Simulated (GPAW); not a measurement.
**STM contrast on a 8-layer slab of Fe(100)**

Wanted: filled- and empty-state images of a 8-layer slab of Fe(100), with its work function.

Calculated with GPAW 26.7.0; GPAW, PAW setups; slab in vacuum, relaxation, in the first sound run; inputs show where later runs differ.

## (1) Starting point

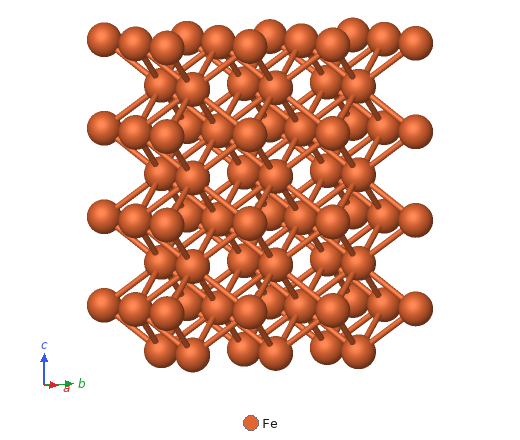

The cell as given, from the side, with the c axis up (iron orange). 2×3×1 cells are drawn. Some periodic images of atoms are drawn too.

The cell holds 8 atoms: 8 Fe. Cell: a = 2.870 Å, b = 2.870 Å, c = 24.045 Å, α = 90.0°, β = 90.0°, γ = 90.0°. Vacuum lies along c.

## (2) Relaxing the atoms

Forces are removed first; all later runs use this geometry. The lowest 4 atoms are held at bulk positions and keep their forces.

The input, run.py:

```python
import json
import numpy as np
from ase import Atoms
from ase.constraints import FixAtoms
from ase.optimize import BFGS
from gpaw import GPAW, PW

slab = Atoms(
    ['Fe', 'Fe', 'Fe', 'Fe', 'Fe', 'Fe', 'Fe', 'Fe'],
    positions=[
        [1.43500, 1.43500, 7.00000],
        [0.00000, 0.00000, 8.43500],
        [1.43500, 1.43500, 9.87000],
        [0.00000, 0.00000, 11.30500],
        [1.43500, 1.43500, 12.74000],
        [0.00000, 0.00000, 14.17500],
        [1.43500, 1.43500, 15.61000],
        [0.00000, 0.00000, 17.04500]],
    cell=[[2.87, 0.0, 0.0], [0.0, 2.87, 0.0], [0.0, 0.0, 24.045]],
    pbc=[True, True, False],
    magmoms=[2.5, 2.5, 2.5, 2.5, 2.5, 2.5, 2.5, 2.5])

slab.calc = GPAW(mode=PW(400), xc='PBE', kpts={'size': (11, 11, 1), 'gamma': True},
                 occupations={'name': 'fermi-dirac', 'width': 0.1}, nbands='160%',
                 convergence={'density': 1e-05}, maxiter=200,
                 poissonsolver={'dipolelayer': 'xy'},
                 symmetry={'tolerance': 1e-3, 'extra_ids': [1, 1, 1, 1, 0, 0, 0, 0]}, txt='slab.txt')
result = {}
slab.set_constraint(FixAtoms([0, 1, 2, 3]))
path = []
opt = BFGS(slab, maxstep=0.2)
opt.attach(lambda: path.append((slab.get_potential_energy(), slab.positions.tolist(), slab.get_forces().tolist())))
result['relaxed'] = bool(opt.run(fmax=0.03, steps=40))
result['path'] = path
energy = slab.get_potential_energy()
fermi = slab.calc.get_fermi_level()
v = slab.calc.get_electrostatic_potential().mean((0, 1)) - fermi
n = slab.calc.get_pseudo_density().mean((0, 1))
L = slab.cell[2, 2]
z = np.arange(len(v)) * L / len(v)
low, high = slab.positions[:, 2].min(), slab.positions[:, 2].max()
below, above = np.interp([low - 4.8, high + 4.8], z, v)
slopes = [np.interp(x, z, np.gradient(v, z)) for x in (low - 4.8, high + 4.8)]
eps = np.array([[slab.calc.get_eigenvalues(k, s) for k in range(len(slab.calc.get_ibz_k_points()))]
                for s in range(slab.calc.get_number_of_spins())]) - fermi
top, bottom = eps[eps < 0].max(), eps[eps > 0].min()
dipole = slab.get_dipole_moment()[2]
print(f'energy {energy:.4f} eV, Fermi level {fermi:.4f} eV, dipole {dipole:.5f} e A')
print(f'potential 4.8 A off the faces, from the Fermi level: lower {below:.4f} eV, upper {above:.4f} eV')
print(f'slope of the potential there: lower {slopes[0]:.5f}, upper {slopes[1]:.5f} eV/A')
print(f'nearest levels on the mesh: {top:.4f} and {bottom:.4f} eV')
print('magnetic moment', round(slab.get_magnetic_moment(), 3))
result.update(energy=energy, fermi=fermi, dipole=dipole, below=below, above=above, slopes=slopes, edges=[top, bottom],
              z=z.tolist(), v=v.tolist(), n=n.tolist(), positions=slab.positions.tolist(),
              forces=slab.get_forces(apply_constraint=False).tolist(), moments=slab.get_magnetic_moments().tolist())
json.dump(result, open('result.json', 'w'))
```

On the command line:

```
$ OMP_NUM_THREADS=1 OPENBLAS_NUM_THREADS=1 python run.py
```

What it wrote:

```text
Step          Energy          fmax
BFGS:    0      -68.810716        0.316696
BFGS:    1      -68.813621        0.277019
BFGS:    2      -68.820322        0.087120
BFGS:    3      -68.820517        0.080647
BFGS:    4      -68.822149        0.119955
BFGS:    5      -68.822423        0.125746
BFGS:    6      -68.823998        0.108363
BFGS:    7      -68.824626        0.061768
BFGS:    8      -68.824897        0.079837
BFGS:    9      -68.825095        0.079155
BFGS:   10      -68.825310        0.058733
BFGS:   11      -68.825458        0.023644
energy -68.6788 eV, Fermi level 2.7233 eV, dipole -0.00114 e A
potential 4.8 A off the faces, from the Fermi level: lower 3.8828 eV, upper 3.8861 eV
slope of the potential there: lower -0.00098, upper 0.00090 eV/A
nearest levels on the mesh: -0.0041 and 0.0054 eV
magnetic moment 20.159
```

It took 1.6 h on 1 thread of Arm Neoverse V2, shared host; peak memory 0.38 GiB.

Relaxation path:

```
step  energy less that of the first step (eV)  largest force (eV/Å)
   1                                   0.0000                0.3167
   2                                  -0.0031                0.2770
   3                                  -0.0108                0.0871
   4                                  -0.0110                0.0806
   5                                  -0.0122                0.1200
   6                                  -0.0124                0.1257
   7                                  -0.0133                0.1084
   8                                  -0.0136                0.0618
   9                                  -0.0138                0.0798
  10                                  -0.0140                0.0792
  11                                  -0.0143                0.0587
  12                                  -0.0145                0.0236
```

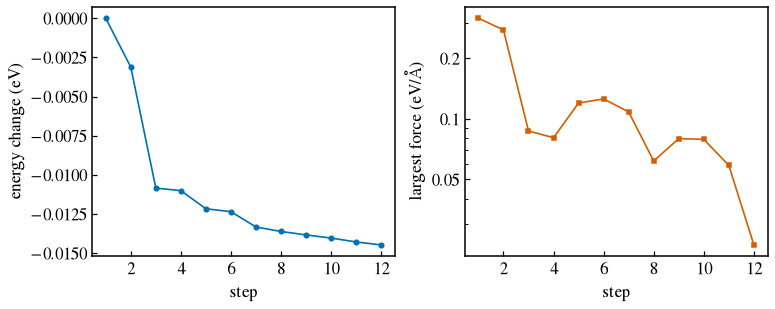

Energy and largest force along the relaxation.

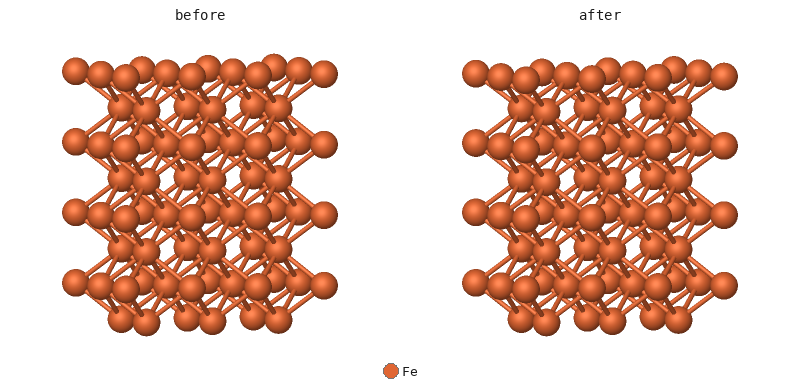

The structure before and after the relaxation, drawn at the same scale.

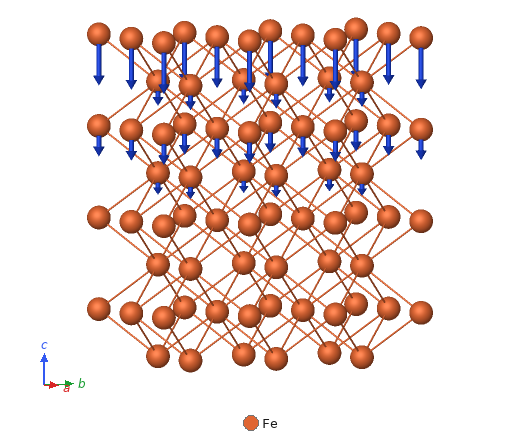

Displacements in the relaxation, exaggerated; the longest in the cell stands for 0.10 Å. 2×3×1 cells are drawn. Some periodic images of atoms are drawn too.

The atoms that moved most (Å):

```
atom     dx     dy      dz  length
 Fe8  0.000  0.000  -0.097   0.097
 Fe6  0.000  0.000  -0.048   0.048
 Fe7  0.000  0.000  -0.034   0.034
 Fe5  0.000  0.000  -0.028   0.028
```

Final coordinates:

```xyz
8
Lattice="2.8700 0.0000 0.0000 0.0000 2.8700 0.0000 0.0000 0.0000 24.0450" Properties=species:S:1:pos:R:3
Fe    1.4350    1.4350    7.0000
Fe    0.0000    0.0000    8.4350
Fe    1.4350    1.4350    9.8700
Fe    0.0000    0.0000   11.3050
Fe    1.4350    1.4350   12.7122
Fe    0.0000    0.0000   14.1265
Fe    1.4350    1.4350   15.5759
Fe    0.0000    0.0000   16.9485
```

Numbers from this step:

* dipole along the normal: -0.001137 e·Å
* levels nearest the Fermi level on the mesh: -0.004086, 0.005369 eV from the Fermi level
* upper work function: 3.886 eV
* lower work function: 3.883 eV
* site moments: 2.942, 2.402, 2.416, 2.299, 2.265, 2.415, 2.351, 2.915 μB
* sum of the site moments: 20.00 μB

The electrostatic potential energy of an electron (without an applied field's), less the Fermi level, planar mean oscillates, so the rows of the table below give means over windows of 1.4 Å about each position, cut where the curve ends. Its maxima inside the range that stand out by 2 % of the span (Å: eV): 7.7: -5.42, 9.1: -5.32, 10.6: -5.29, 12.0: -5.58, 13.4: -5.52, 14.8: -5.16, 16.2: -6.38. Its minima: 7.0: -14.6, 8.5: -14.4, 9.9: -14.4, 11.3: -14.4, 12.7: -14.3, 14.2: -14.4, 15.6: -14.6, 17.0: -14.6.

The electrostatic potential energy of an electron (without an applied field's), less the Fermi level, planar mean by z; means over each step:

```
z (Å)  electrostatic potential energy of an electron (without an applied field's), less the Fermi level, planar mean (eV)
 0.70                                                                                                                3.88
 2.10                                                                                                                3.88
 3.50                                                                                                                3.87
 4.90                                                                                                                3.54
 6.30                                                                                                               -3.95
 7.70                                                                                                               -9.67
 9.10                                                                                                               -9.55
10.50                                                                                                               -9.50
11.90                                                                                                               -9.79
13.30                                                                                                               -9.75
14.70                                                                                                               -9.43
16.10                                                                                                               -10.4
17.50                                                                                                               -5.70
18.90                                                                                                                3.41
20.30                                                                                                                3.87
21.70                                                                                                                3.89
23.10                                                                                                                3.89
```

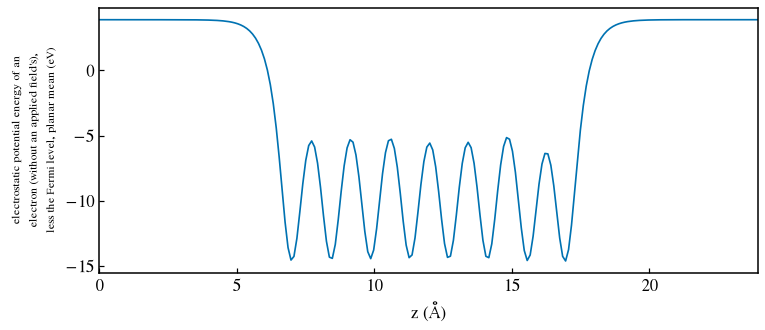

Electrostatic potential energy of an electron (without an applied field's), less the Fermi level, planar mean against z.

The pseudo valence density, planar mean oscillates, so the rows of the table below give means over windows of 2 Å about each position, cut where the curve ends. Its maxima inside the range that stand out by 2 % of the span (Å: e/Å³): 7.1: 0.992, 8.4: 1.02, 9.9: 1.05, 11.4: 1.02, 12.7: 1.04, 14.2: 1.04, 15.7: 1.00, 17.0: 1.03. Its minima: 7.7: 0.430, 9.2: 0.433, 10.5: 0.432, 12.0: 0.443, 13.5: 0.450, 14.8: 0.421, 16.3: 0.464.

Pseudo valence density, planar mean against z; means over each step:

```
z (Å)  pseudo valence density, planar mean (e/Å³)
    2                                      1.8e-5
    4                                     0.00190
    6                                       0.244
    8                                       0.691
   10                                       0.630
   12                                       0.745
   14                                       0.635
   16                                       0.716
   18                                       0.221
   20                                     0.00166
   22                                      1.6e-5
```

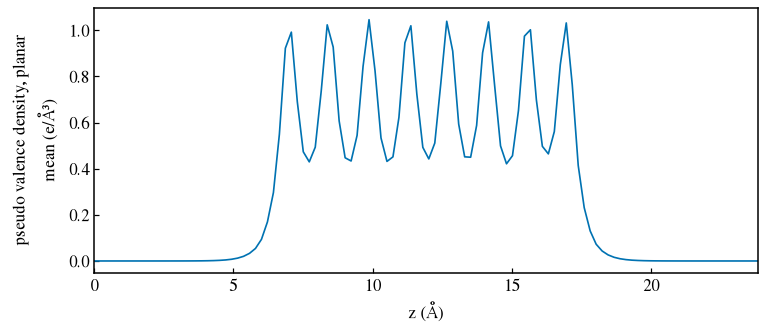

Pseudo valence density, planar mean, plotted against z.

Site moment by atom:

```
atom  site moment (μB)
 Fe1              2.94
 Fe2              2.40
 Fe3              2.42
 Fe4              2.30
 Fe5              2.26
 Fe6              2.41
 Fe7              2.35
 Fe8              2.91
```

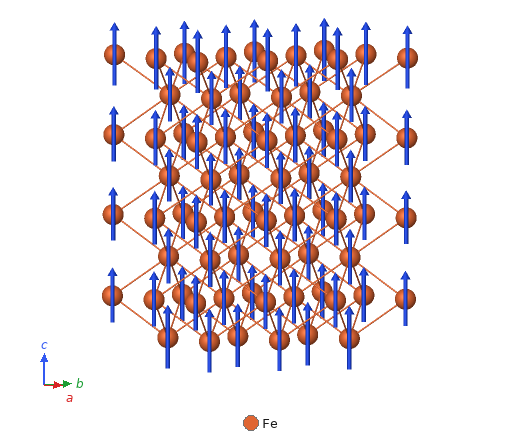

Site moment as arrows, the longest 2.94 μB. Up and down stand for the sign. Arrows give size and sign along the axis of quantisation, drawn up and down the page. 2×3×1 cells are drawn. Some periodic images of atoms are drawn too.

The relaxation lowered the energy of the cell by 0.0145 eV (energies extrapolated to zero smearing; the optimiser's log prints free energies). The largest force left on a free atom is 0.024 eV/Å.

## (3) The slab's potential

The work function is the vacuum plateau of the electrostatic potential less the Fermi level; a dipole layer lets the two faces have plateaus of their own.

This step: GPAW, PAW setups; slab in vacuum (GPAW 26.7.0).

Changes to run.py since step 2:

```diff
@@ -3,4 +3,3 @@
 from ase import Atoms
-from ase.constraints import FixAtoms
-from ase.optimize import BFGS
+from ase.dft.stm import STM
 from gpaw import GPAW, PW
@@ -14,6 +13,6 @@
         [0.00000, 0.00000, 11.30500],
-        [1.43500, 1.43500, 12.74000],
-        [0.00000, 0.00000, 14.17500],
-        [1.43500, 1.43500, 15.61000],
-        [0.00000, 0.00000, 17.04500]],
+        [1.43500, 1.43500, 12.71216],
+        [-0.00000, -0.00000, 14.12651],
+        [1.43500, 1.43500, 15.57585],
+        [-0.00000, 0.00000, 16.94845]],
     cell=[[2.87, 0.0, 0.0], [0.0, 2.87, 0.0], [0.0, 0.0, 24.045]],
@@ -26,10 +25,4 @@
                  poissonsolver={'dipolelayer': 'xy'},
-                 symmetry={'tolerance': 1e-3, 'extra_ids': [1, 1, 1, 1, 0, 0, 0, 0]}, txt='slab.txt')
+                 symmetry={'tolerance': 1e-3}, txt='slab.txt')
 result = {}
-slab.set_constraint(FixAtoms([0, 1, 2, 3]))
-path = []
-opt = BFGS(slab, maxstep=0.2)
-opt.attach(lambda: path.append((slab.get_potential_energy(), slab.positions.tolist(), slab.get_forces().tolist())))
-result['relaxed'] = bool(opt.run(fmax=0.03, steps=40))
-result['path'] = path
 energy = slab.get_potential_energy()
@@ -55,2 +48,16 @@
               forces=slab.get_forces(apply_constraint=False).tolist(), moments=slab.get_magnetic_moments().tolist())
+
+# Images need the states of the whole zone, up to time reversal
+slab.calc = slab.calc.fixed_density(symmetry={'point_group': False}, txt='states.txt', nbands='280%',
+                                    convergence={'bands': 'CBM+2.3'})
+stm = STM(slab)
+result['stm'] = []
+for bias in [-1.5, 2.0]:
+    height = high + 3.5
+    current = stm.get_averaged_current(bias, height)
+    x, y, h = stm.scan(bias, current)
+    i, f = divmod(height / L * stm.ldos.shape[2], 1)
+    I = abs((1 - f) * stm.ldos[:, :, int(i)] + f * stm.ldos[:, :, int(i) + 1])
+    print(f'bias {bias} V: mean current at 3.5 A {current:.4e}, corrugation {np.ptp(h):.4f} A')
+    result['stm'].append(dict(bias=bias, current=current, h=(h - high).tolist(), I=I.tolist()))
 json.dump(result, open('result.json', 'w'))
```

What it wrote:

```text
energy -68.6788 eV, Fermi level 2.7233 eV, dipole -0.00111 e A
potential 4.8 A off the faces, from the Fermi level: lower 3.8827 eV, upper 3.8862 eV
slope of the potential there: lower -0.00098, upper 0.00090 eV/A
nearest levels on the mesh: -0.0041 and 0.0054 eV
magnetic moment 20.159
bias -1.5 V: mean current at 3.5 A 1.3323e-04, corrugation 0.0330 A
bias 2.0 V: mean current at 3.5 A 1.0236e-03, corrugation 0.0847 A
```

The job ended after 26 min (1 thread; peak memory 1.3 GiB).

This step gave:

| Property | Result |
| --- | --- |
| dipole along the normal | -0.001115 e·Å |
| levels nearest the Fermi level on the mesh | -0.004083, 0.005375 eV from the Fermi level |
| corrugation -1.5 | 0.03296 Å |
| corrugation 2 | 0.08469 Å |

The electrostatic potential energy of an electron (without an applied field's), less the Fermi level, planar mean oscillates, so the rows of the table below give means over windows of 1.4 Å about each position, cut where the curve ends. Its maxima inside the range that stand out by 2 % of the span (Å: eV): 7.7: -5.42, 9.1: -5.32, 10.6: -5.29, 12.0: -5.58, 13.4: -5.52, 14.8: -5.16, 16.2: -6.38. Its minima: 7.0: -14.6, 8.5: -14.4, 9.9: -14.4, 11.3: -14.4, 12.7: -14.3, 14.2: -14.4, 15.6: -14.6, 17.0: -14.6.

Table of electrostatic potential energy of an electron (without an applied field's), less the Fermi level, planar mean by z; means over each step:

(Unchanged from step 2.)

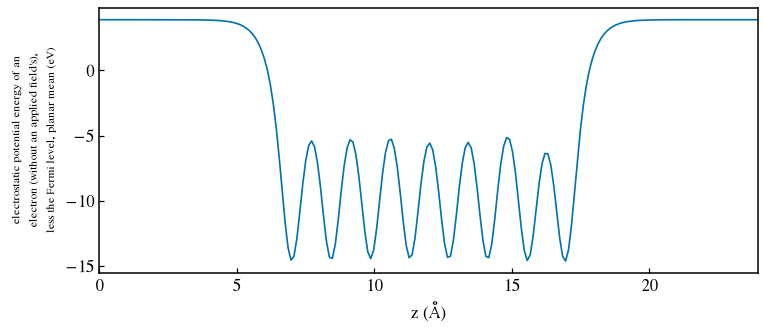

Electrostatic potential energy of an electron (without an applied field's), less the Fermi level, planar mean against z.

The pseudo valence density, planar mean oscillates, so the rows of the table below give means over windows of 2 Å about each position, cut where the curve ends. Its maxima inside the range that stand out by 2 % of the span (Å: e/Å³): 7.1: 0.992, 8.4: 1.02, 9.9: 1.05, 11.4: 1.02, 12.7: 1.04, 14.2: 1.04, 15.7: 1.00, 17.0: 1.03. Its minima: 7.7: 0.430, 9.2: 0.433, 10.5: 0.432, 12.0: 0.443, 13.5: 0.450, 14.8: 0.421, 16.3: 0.464.

Table of pseudo valence density, planar mean by z; means over each step:

(Unchanged from step 2.)

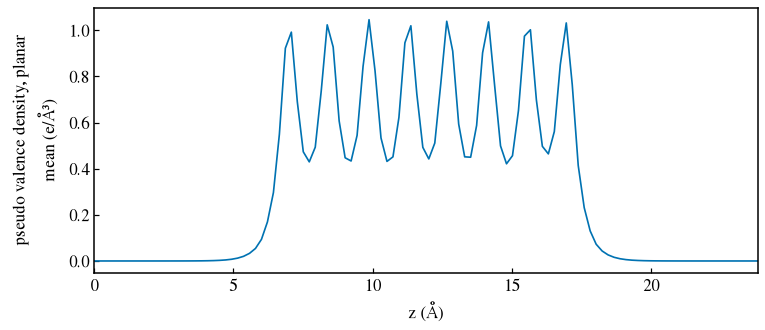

Pseudo valence density, planar mean, plotted against z.

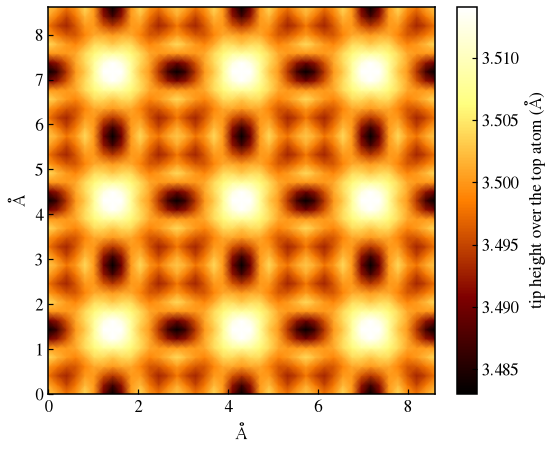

Tip height over the top atom over a1 and a2. Sample bias -1.5 V, constant current at the mean current 3.5 Å over the top atom. The cell is repeated, with its origin at the lower left corner.

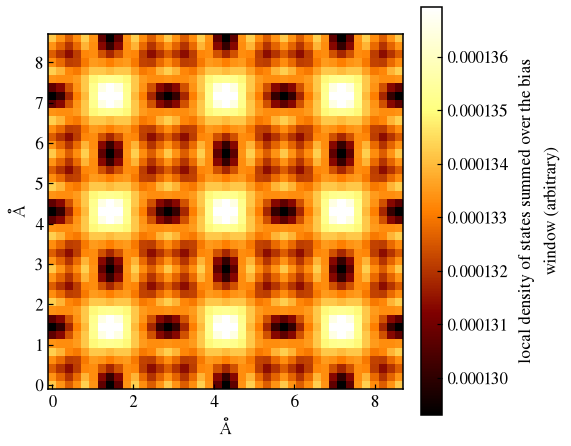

Local density of states summed over the bias window over a1 and a2. Sample bias -1.5 V, constant height 3.5 Å over the top atom. The cell is repeated, with its origin at the lower left corner.

[end of part 1 of 2]

[Logs are printed without paths, hosts, clocks, repeated set-up lines and the standing remarks that a program may print on its own settings, such as how far it seeks lower states.]

[Hosts, paths, dates, database ids (printed as entryN), source tags and the programs' standing remarks are cut or masked in the printed files.]
